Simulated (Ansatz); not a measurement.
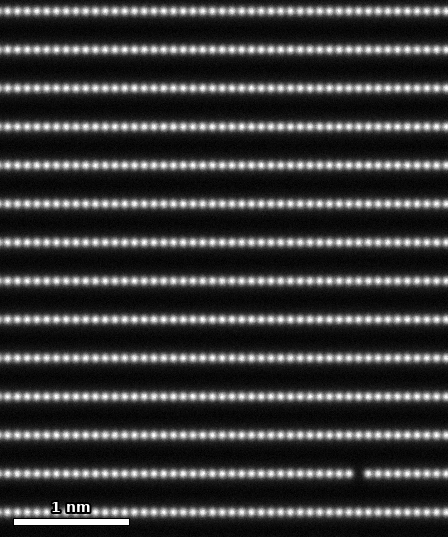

HAADF-like image of C (P6_3/mmc, No. 194) along [210]. The image is simulated as a sum over atoms of Z^1.6, blurred by a 0.57 Å probe (no channelling). The probe carries 25 % of its weight in a tail 2.5 times as wide. The display is stretched by a gamma of 0.8; percentages refer to the linear signal. Shot noise was added.

The sample is 1 repeat (3.0 Å) thick. One point defect was put into the perfect crystal, without relaxing the atoms around it. Brightness is counted from the darkest point of the image. Host structure: a calculation's starting geometry; the starting structure was generated, so it need not be a known form of this composition.

Where is the defect (in Å from the left and the top edge), and what does its contrast suggest?

Answer. At about 31 Å from the left and 42 Å from the top. The column has all but vanished there, which points to a vacancy or a much lighter atom. The column holds 1 atom (C) through the sample, and one C atom is missing, so its peak vanishes.
